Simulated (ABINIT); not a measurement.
# KNaMg2F6 (Fm-3m): RPA correlation energy against the basis

Aim: the RPA correlation energy of KNaMg2F6 (Fm-3m) as bands and response cutoff rise.

Program: ABINIT 10.8.3. Level of theory: LDA and many-body steps on it, plane waves. Results are calculated unless marked as measured.

### 1. Set-up

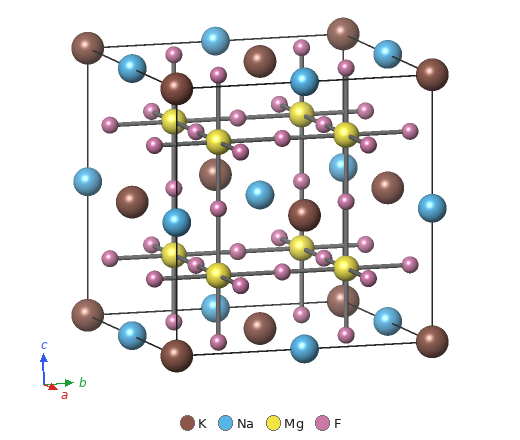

The starting structure, seen slightly off an axis (potassium brown, sodium blue, magnesium yellow, fluorine pink). This picture shows the conventional cell, with its axes. Some periodic images of atoms are drawn too.

The cell and positions are those that the Materials Project relaxed with its own functionals (PBE, PBE+U or r2SCAN), kept fixed.

### 2. Empty states on the mesh, 2×2×2 mesh, 466 bands

This step: ABINIT 10.8.3; DFT, LDA, plane waves, norm-conserving pseudopotentials.

The sums over transitions need many empty states on a uniform mesh; this step solves for them.

File run.abi:

```
acell 3*1.0 Angstrom
rprim 
  -0.000000000000 4.007551000000 4.007551000000
  4.007551000000 -0.000000000000 4.007551000000
  4.007551000000 4.007551000000 -0.000000000000
ntypat 4
znucl 19 11 12 9
natom 10
typat 1 2 3 3 4 4 4 4 4 4
xred 
  0.000000000000 0.000000000000 0.000000000000
  0.500000000000 0.500000000000 0.500000000000
  0.250000000000 0.250000000000 0.250000000000
  0.750000000000 0.750000000000 0.750000000000
  0.500000000000 0.500000000000 0.000000000000
  0.000000000000 0.000000000000 0.500000000000
  0.500000000000 0.000000000000 0.500000000000
  0.000000000000 0.500000000000 0.000000000000
  0.000000000000 0.500000000000 0.500000000000
  0.500000000000 0.000000000000 0.000000000000
pp_dirpath "pseudos"
pseudos "K.upf, Na.upf, Mg.upf, F.upf"
ecut 38
ngkpt 2 2 2
nshiftk 1
shiftk 0 0 0
kptopt 1
chksymbreak 0
iscf -2
irdden 1
istwfk *1
nband 466
nbdbuf 42
tolwfr 1e-09
nstep 60
prtvol 0
indata_prefix "in"
outdata_prefix "out"
tmpdata_prefix "tmp"
```

Launch:

```sh
$ OMP_NUM_THREADS=1 mpirun -n 4 abinit run.abi > log
```

Numbers of over 12 decimals in the logs are rounded to 6 here.

What it wrote:

```text
.Version 10.8.3 of ABINIT. v10.8.2 released Aug 2026.

 Symmetries : space group Fm -3 m (#225); Bravais cF (face-center cubic)
[... echo of the input left out ...]
== DATASET  1 ==================================================================
-   mpi_nproc: 4, omp_nthreads: 1 (-1 if OMP is not activated)
-    --> not optimal distribution: autoparal keyword recommended in input file <--

--- !DatasetInfo
iteration_state: {dtset: 1, }
dimensions: {natom: 10, nkpt: 3, mband: 466, nsppol: 1, nspinor: 1, nspden: 1, mpw: 9756, }
cutoff_energies: {ecut:  38.0, pawecutdg:  -1.0, }
electrons: {nelect:   8.00000000E+01, charge:   0.00000000E+00, occopt:   1.00000000E+00, tsmear:   1.00000000E-02, }

 Real(R)+Recip(G) space primitive vectors, cartesian coordinates (Bohr,Bohr^-1):
 R(1)=  0.0000000  7.5731738  7.5731738  G(1)= -0.0660225  0.0660225  0.0660225
 R(2)=  7.5731738  0.0000000  7.5731738  G(2)=  0.0660225 -0.0660225  0.0660225
 R(3)=  7.5731738  7.5731738  0.0000000  G(3)=  0.0660225  0.0660225 -0.0660225
 Unit cell volume ucvol=  8.6868790E+02 bohr^3
 Angles (23,13,12)=  6.00000000E+01  6.00000000E+01  6.00000000E+01 degrees

 getcut: wavevector=  0.0000  0.0000  0.0000  ngfft=  60  60  60
         ecut(hartree)=     38.000   => boxcut(ratio)=   2.01884

--- Pseudopotential description ------------------------------------------------
- K Generated using ONCVPSP code by D. R. Hamann
- 19.00000   9.00000  180309                  znucl, zion, pspdat
12 -1012 2 -1 2170                            pspcod,pspxc,lmax,lloc,mmax
     nproj     2     2     2
  pspatm : epsatm=    8.21740868
         --- l  ekb(1:nproj) -->
             0   10.940065    0.829722
             1    4.437415    0.568178
             2   -3.386874   -1.066382
 pspatm: atomic psp has been read  and splines computed

- Na Generated using ONCVPSP code by D. R. Hamann
- 11.00000   9.00000  180309                  znucl, zion, pspdat
12 -1012 1 -1 1968                            pspcod,pspxc,lmax,lloc,mmax
     nproj     2     2     0
  pspatm : epsatm=    9.37365322
         --- l  ekb(1:nproj) -->
[...]
pspatm: atomic psp has been read  and splines computed

- Mg Generated using ONCVPSP code by D. R. Hamann
- 12.00000  10.00000  180309                  znucl, zion, pspdat
12 -1012 1 -1 1510                            pspcod,pspxc,lmax,lloc,mmax
     nproj     2     2     0
  pspatm : epsatm=    9.23542517
         --- l  ekb(1:nproj) -->
[...]
pspatm: atomic psp has been read  and splines computed

- F Generated using ONCVPSP code by D. R. Hamann
-  9.00000   7.00000  201202                  znucl, zion, pspdat
12 -1012 2 -1 824                             pspcod,pspxc,lmax,lloc,mmax
     nproj     2     2     1
  pspatm : epsatm=    4.94580260
         --- l  ekb(1:nproj) -->
[...]
2   -2.364936
[...]
1.71E-04  2.38E-04
 -2.5930E+00 -2.5930E+00 -1.7724E+00 -1.3965E+00 -1.3965E+00 -1.3965E+00
 -1.3963E+00 -1.3963E+00 -1.3963E+00 -9.4471E-01 -7.6119E-01 -7.6119E-01
 -7.6119E-01 -7.4264E-01 -7.2310E-01 -7.2310E-01 -7.2310E-01 -7.1701E-01
[...]
4.4925E+00  4.4925E+00  4.4925E+00  4.4939E+00  4.4939E+00  4.4939E+00
  4.5309E+00  4.5309E+00  4.5310E+00  4.5375E+00  4.5472E+00  4.5473E+00
  4.5476E+00  4.5620E+00  4.5891E+00  4.5913E+00
 prteigrs : prtvol=0 or 1, do not print more k-points.

--- !ResultsGS
iteration_state: {dtset: 1, }
comment   : Summary of ground state results
lattice_vectors:
- [ -0.0000000,   7.5731738,   7.5731738, ]
- [  7.5731738,  -0.0000000,   7.5731738, ]
- [  7.5731738,   7.5731738,  -0.0000000, ]
lattice_lengths: [  10.71009,   10.71009,   10.71009, ]
lattice_angles: [ 60.000,  60.000,  60.000, ] # degrees, (23, 13, 12)
lattice_volume:   8.6868790E+02
convergence: {deltae:  0.000E+00, res2:  0.000E+00, residm:  9.960E-10, diffor:  0.000E+00, }
etotal    :  -3.42245121E+02
entropy   :   0.00000000E+00
fermie    :  -1.99186699E-02
cartesian_stress_tensor: null
pressure_GPa: null
xred      :
- [  0.0000E+00,   0.0000E+00,   0.0000E+00,  K]
- [  5.0000E-01,   5.0000E-01,   5.0000E-01, Na]
- [  2.5000E-01,   2.5000E-01,   2.5000E-01, Mg]
- [  7.5000E-01,   7.5000E-01,   7.5000E-01, Mg]
- [  5.0000E-01,   5.0000E-01,   2.6248E-17,  F]
- [  1.3124E-17,  -1.3124E-17,   5.0000E-01,  F]
- [  5.0000E-01,  -1.3124E-17,   5.0000E-01,  F]
- [ -1.3124E-17,   5.0000E-01,   1.3124E-17,  F]
- [  1.4631E-17,   5.0000E-01,   5.0000E-01,  F]
- [  5.0000E-01,  -1.3124E-17,   1.3124E-17,  F]
cartesian_forces: null
force_length_stats: {min: null, max: null, mean: null, }

 Integrated electronic density in atomic spheres:
 ------------------------------------------------
 Atom  Sphere_radius  Integrated_density
[...]
================================================================================

 ----iterations are completed or convergence reached----

 Mean square residual over all n,k,spin=   33.366E-11; max=  99.598E-11
 reduced coordinates (array xred) for   10 atoms
[...]
0.000000000000      0.500000000000      0.500000000000
       0.500000000000     -0.000000000000      0.000000000000

 cartesian coordinates (angstrom) at end:
    1      0.000000     0.000000     0.000000
    2      4.007551     4.007551     4.007551
[...]
9      4.007551     2.003776     2.003776
   10      0.000000     2.003776     2.003776
 length scales=  1.889726125908  1.889726125908  1.889726125908 bohr
              =  1.000000000000  1.000000000000  1.000000000000 angstroms
 prteigrs : about to open file out_EIG
 Eigenvalues (hartree) for nkpt=   3  k points:
 kpt#   1, nband=466, wtk=  0.12500, kpt=  0.0000  0.0000  0.0000 (reduced coord)
[...]
4.48461    4.48461    4.49251    4.49251    4.49252    4.49389    4.49389    4.49390
   4.53089    4.53093    4.53102    4.53748    4.54721    4.54727    4.54755    4.56200
   4.58907    4.59129
 prteigrs : prtvol=0 or 1, do not print more k-points.

== END DATASET(S) ==============================================================
================================================================================

 -outvars: echo values of variables after computation  --------
            nband         466
             nkpt           3
          spgroup         225
 [... the other variables as echoed above ...]

 Calculation completed.
```

Elapsed: 8.8 min, on 4 MPI ranks of Arm Neoverse N1, shared host; peak memory 0.69 GiB; 35 min of CPU time.

This step gave:

```
gap                                                           : 6.001 eV
k of the valence top                                          : 0, 0, 0
k of the conduction bottom                                    : 0, 0, 0
least direct gap                                              : 6.001 eV
k points computed                                             : 3
lowest point of the top converged band, above the valence top : 115.9390 eV
```

On this mesh the gap is 6.001 eV.

The density comes from a self-consistent run that is not shown.

### 3. RPA energy: 2×2×2 mesh, 103 bands, screening to 43.5 eV

The RPA dielectric matrix is built and inverted for each q.

This step: RPA screening on LDA, plane waves, norm-conserving pseudopotentials.

Edit run.abi of step 2 so:

```diff
@@ -28,10 +28,15 @@
 chksymbreak 0
-iscf -2
-irdden 1
 istwfk *1
-nband 466
-nbdbuf 42
-tolwfr 1e-09
-nstep 60
-prtvol 0
+occopt 1
+irdwfk 1
+optdriver 3
+nband 103
+ecuteps 1.6
+inclvkb 2
+awtr 1
+symchi 1
+gwcalctyp 1
+nfreqre 0
+nfreqim 8
+gwrpacorr 1
 indata_prefix "in"
```

What it wrote:

```text
.Version 10.8.3 of ABINIT. v10.8.2 released Aug 2026.

 Symmetries : space group Fm -3 m (#225); Bravais cF (face-center cubic)
[... echo of the input left out ...]
== DATASET  1 ==================================================================
-   mpi_nproc: 4, omp_nthreads: 1 (-1 if OMP is not activated)

--- !DatasetInfo
iteration_state: {dtset: 1, }
dimensions: {natom: 10, nkpt: 3, mband: 103, nsppol: 1, nspinor: 1, nspden: 1, mpw: 9756, }
cutoff_energies: {ecut:  38.0, pawecutdg:  -1.0, }
electrons: {nelect:   8.00000000E+01, charge:   0.00000000E+00, occopt:   1.00000000E+00, tsmear:   1.00000000E-02, }

 SCREENING: Calculation of the susceptibility and dielectric matrices

 Based on a program developped by R.W. Godby, V. Olevano, G. Onida, and L. Reining.
 Incorporated in ABINIT by V. Olevano, G.-M. Rignanese, and M. Torrent.
.Using double precision arithmetic ; gwpc =  8

[... cell and pseudopotentials left out ...]
--------------------------------------------------------------------------------

 ==== K-mesh for the wavefunctions ====
 Number of points in the irreducible wedge :     3
[... list of points left out ...]
 Together with 48 symmetry operations and time-reversal symmetry
 yields     8 points in the full Brillouin Zone.

 ==== Q-mesh for the screening function ====
 Number of points in the irreducible wedge :     3
[... list of points left out ...]
 Together with 48 symmetry operations and time-reversal symmetry
 yields     8 points in the full Brillouin Zone.

 setmesh: FFT mesh size selected  =    36x   36x   36
          total number of points  =        46656

 vcoul_init : cutoff-mode = AUXILIARY_FUNCTION
 q-points for optical limit:   1
     1)      0.000010    0.000020    0.000030

- screening: taking advantage of time-reversal symmetry
- Maximum band index for partially occupied states nbvw = 40
- Remaining bands to be divided among processors   nbcw = 63
- Number of bands treated by each node ~15

 Number of electrons calculated from density =   80.0000; Expected =   80.0000
 average of density, n =  0.092093
 r_s =    1.3737
 omega_plasma =   29.2731 [eV]

 calculating chi0 at frequencies [eV] :
  1    0.000000E+00    0.000000E+00
  2    0.000000E+00    1.343289E+03
  3    0.000000E+00    2.404413E+02
[...]
8    0.000000E+00    3.079585E+00
  9    0.000000E+00    5.512287E-01

--------------------------------------------------------------------------------
  q-point number  1        q = ( 0.000000, 0.000000, 0.000000) [r.l.u.]
--------------------------------------------------------------------------------
[... chi0 elements left out ...]
  [... further frequencies ...]

 For q-point:  0.000010 0.000020 0.000030
  dielectric constant =   1.9687
  dielectric constant without local fields =   2.0506

  Average fulfillment of the sum rule on Im[epsilon] for q-point    1 :     27.63  [%]
[... wings left out ...]
  q-point number  2        q = ( 0.500000, 0.000000, 0.000000) [r.l.u.]
--------------------------------------------------------------------------------
[... chi0 elements left out ...]
  [... further frequencies ...]

  Average fulfillment of the sum rule on Im[epsilon] for q-point    2 :     31.84  [%]

 [... 1 further q-points ...]
```

It took 44 s on 4 MPI ranks; peak memory 1.4 GiB.

This step gave:

```
ε∞ with local fields, on this mesh, along the program's q direction : 1.969
the same without local fields                                       : 2.051
plasma frequency                                                    : 29.27 eV
plane waves in the screening matrix                                 : 65
RPA correlation energy                                              : -10.59 eV
```

Local fields lower ε∞ by 4 %. On a Γ-centred mesh this coarse the value itself is usually too large, while a short band sum pulls it down.

### 4. RPA energy: 2×2×2 mesh, 175 bands, screening to 70.7 eV

Edit run.abi of step 3 so:

```diff
@@ -32,4 +32,4 @@
 optdriver 3
-nband 103
-ecuteps 1.6
+nband 175
+ecuteps 2.6
 inclvkb 2
```

What it wrote:

```text
.Version 10.8.3 of ABINIT. v10.8.2 released Aug 2026.

 Symmetries : space group Fm -3 m (#225); Bravais cF (face-center cubic)
[... echo of the input left out ...]
== DATASET  1 ==================================================================
-   mpi_nproc: 4, omp_nthreads: 1 (-1 if OMP is not activated)

--- !DatasetInfo
iteration_state: {dtset: 1, }
dimensions: {natom: 10, nkpt: 3, mband: 175, nsppol: 1, nspinor: 1, nspden: 1, mpw: 9756, }
cutoff_energies: {ecut:  38.0, pawecutdg:  -1.0, }
electrons: {nelect:   8.00000000E+01, charge:   0.00000000E+00, occopt:   1.00000000E+00, tsmear:   1.00000000E-02, }

 SCREENING: Calculation of the susceptibility and dielectric matrices

 Based on a program developped by R.W. Godby, V. Olevano, G. Onida, and L. Reining.
 Incorporated in ABINIT by V. Olevano, G.-M. Rignanese, and M. Torrent.
.Using double precision arithmetic ; gwpc =  8

[... cell and pseudopotentials left out ...]
--------------------------------------------------------------------------------

 ==== K-mesh for the wavefunctions ====
 Number of points in the irreducible wedge :     3
[...]
- Number of bands treated by each node ~33

 Number of electrons calculated from density =   80.0000; Expected =   80.0000
 average of density, n =  0.092093
 r_s =    1.3737
 omega_plasma =   29.2731 [eV]

 calculating chi0 at frequencies [eV] :
  1    0.000000E+00    0.000000E+00
  2    0.000000E+00    1.343289E+03
  3    0.000000E+00    2.404413E+02
[...]
8    0.000000E+00    3.079585E+00
  9    0.000000E+00    5.512287E-01

--------------------------------------------------------------------------------
  q-point number  1        q = ( 0.000000, 0.000000, 0.000000) [r.l.u.]
--------------------------------------------------------------------------------
[... chi0 elements left out ...]
  [... further frequencies ...]

 For q-point:  0.000010 0.000020 0.000030
  dielectric constant =   1.9954
  dielectric constant without local fields =   2.1066

  Average fulfillment of the sum rule on Im[epsilon] for q-point    1 :     43.77  [%]
[... wings left out ...]
  q-point number  2        q = ( 0.500000, 0.000000, 0.000000) [r.l.u.]
--------------------------------------------------------------------------------
[... chi0 elements left out ...]
  [... further frequencies ...]

  Average fulfillment of the sum rule on Im[epsilon] for q-point    2 :     47.80  [%]

 [... 1 further q-points ...]
```

Elapsed: 1.7 min, on 4 MPI ranks; peak memory 1.8 GiB; 6.7 min of CPU time.

Numbers from this step:

| Quantity | Value |
| --- | --- |
| ε∞ with local fields, on this mesh, along the program's q direction | 1.995 |
| the same without local fields | 2.107 |
| plasma frequency | 29.27 eV |
| plane waves in the screening matrix | 169 |
| RPA correlation energy | -25.46 eV |

(Continued in part 2 of 2.)

[Paths, hosts, dates, memory and timing lines, banners, echoed tables and standing remarks are left out of the program output.]

[Logs are printed without paths, hosts, clocks, repeated set-up lines and the standing remarks that a program may print on its own settings, such as how far it seeks lower states.]

[Runs of the session that timed out or met a known fault of the program may be left out.]

[Hosts, paths, dates, database ids (printed as entryN), source tags and the programs' standing remarks are cut or masked in the printed files.]

[G0W0 gaps are taken among the corrected bands and points alone; a level outside them can change the order at an edge.]

[Where Ansatz stands beside ABINIT at settings called matched, ABINIT's density can come from a denser mesh and the files from another edition; pairs whose starting gaps differed by over 0.03 eV were left out, so agreement reads better than it is.]
